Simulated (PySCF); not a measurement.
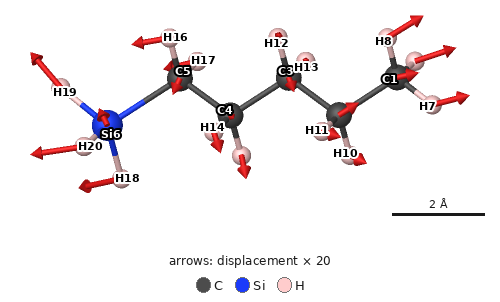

This is a relaxation of C₅H₁₄Si. The starting structure is drawn; red arrows show the displacements, 20 times their true length. The two geometries are superimposed by the best rigid fit.

The picture is a ball-and-stick view, seen at a tilt.

The start comes from GFN2-xTB.

These are results of PBE0-D3(BJ)/def2-SVP geometry optimisation, gas phase in PySCF 2.14.0, density-fitted response routines, not measurements. 

Q: What happened in the run?

A: Over 4 geometry steps the energy falls by 0.084 eV. The atom that moves furthest after the best rigid fit is an H atom (0.063 Å). By element the largest moves are H 0.063 Å, C 0.026 Å, Si 0.024 Å. Some distances before and after: H–Si 1.465 → 1.497 Å, C–Si 1.902 → 1.885 Å, C–H 1.087 → 1.101 Å, C–C 1.527 → 1.523 Å. Bond angles that change, for instance: Si–C–H 110.1° → 108.0°, H–C–H 107.6° → 105.6°.
